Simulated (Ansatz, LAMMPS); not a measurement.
# Settings and their price: ionic liquid ethylammonium Br- at 450 K (144 atoms)

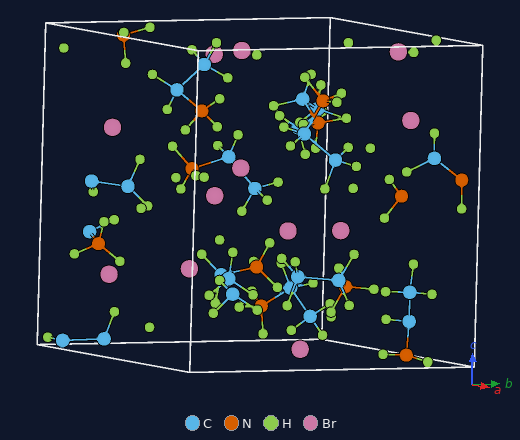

The cell (carbon blue, nitrogen orange, hydrogen green, bromine pink). Bonds to atoms that aren't drawn are left out. Some periodic images of atoms are drawn too.

Density of this cell: 1.54 g/cm³. The cell holds 144 atoms: 24 C, 12 N, 96 H and 12 Br. Its edges and angles: a = 11.777 Å, b = 11.777 Å, c = 11.777 Å, α = 90.0°, β = 90.0°, γ = 90.0°. 12 ethylammonium, 12 Br- placed at random, at 1.54 g/cm³; overlaps pushed apart, then 10 ps at 700 K with Joung-Cheatham ions (J. Phys. Chem. B 112, 9020 (2008)); MMFF94 bonds, angles, torsions, charges and radii (Halgren, J. Comput. Chem. 17, 490 (1996)) in harmonic and 12-6 forms; charges of ions scaled by 0.8. Snapshot after 30 ps at 450 K and fixed volume.

Geometry: as built.

Reference run: Kohn-Sham DFT, PBE+D4, PAW (set soft_2), plane waves (Ansatz 0.2.0), cutoff 750 eV, Γ point, fixed occupations.

| Quantity | Value |
| --- | --- |
| r.m.s. force component | 1.019 eV/Å |
| gap (highest filled to lowest empty level) | 3.461 eV |
| SCF cycles | 9 |
| time | 7.7 s on 8 threads of Intel Xeon Platinum 8488C (Sapphire Rapids), shared host |

Variants, in no order:
A. support functions medium, spacing 0.383 Å
B. support functions high
C. support functions medium, spacing 0.319 Å

**Question.** Rank the variants by how far their forces lie from the reference's, least first.

B, C, A.

```tsv
variant	Δ force, r.m.s. (meV/Å)	share of r.m.s. force (%)	time over the reference's
B. support functions high	0.561	0.055	8.8
C. support functions medium, spacing 0.319 Å	3.79	0.372	2.1
A. support functions medium, spacing 0.383 Å	71.1	6.98	1.6
```

[Logs are printed without paths, hosts, clocks, repeated set-up lines and the standing remarks that a program may print on its own settings, such as how far it seeks lower states.]

[Hosts, paths, dates, database ids (printed as entryN), source tags and the programs' standing remarks are cut or masked in the printed files.]

[The MMFF94 radii named for the starting cell were scaled by 0.96; in molecules described by MMFF94, hydrogen bound to N, O or S took a small fixed 12-6 site in their place.]
